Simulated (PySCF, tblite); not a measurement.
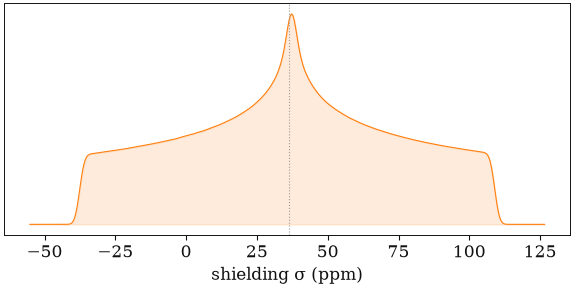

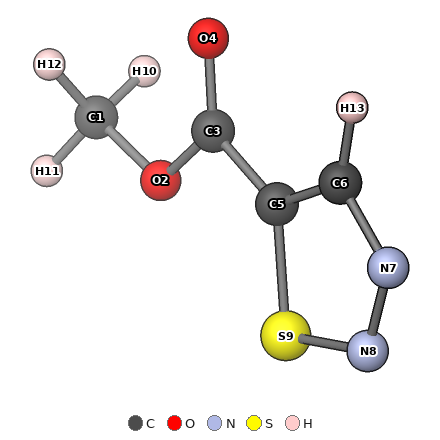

Static powder pattern (¹³C) from GIAO shielding tensors of C₄H₄N₂O₂S, SMILES COC(=O)c1cnns1, PBE0/pcSseg-1, PySCF, at a GFN2-xTB geometry (a minimum by its frequencies); absolute shielding, one fixed geometry of the isolated molecule without any motion, no dipolar terms. The dotted line is the isotropic value; skew is 3(σiso − σ22)/span.

Q: The pattern belongs to C6. Give the principal values, span and skew.

A: C6: σ11, σ22, σ33 = −38, 37, 109 ppm, isotropic 36, span 147 ppm, skew −0.02.

Note: the tight-binding geometry is rougher than a DFT one and adds to the error; one conformer of a flexible molecule.
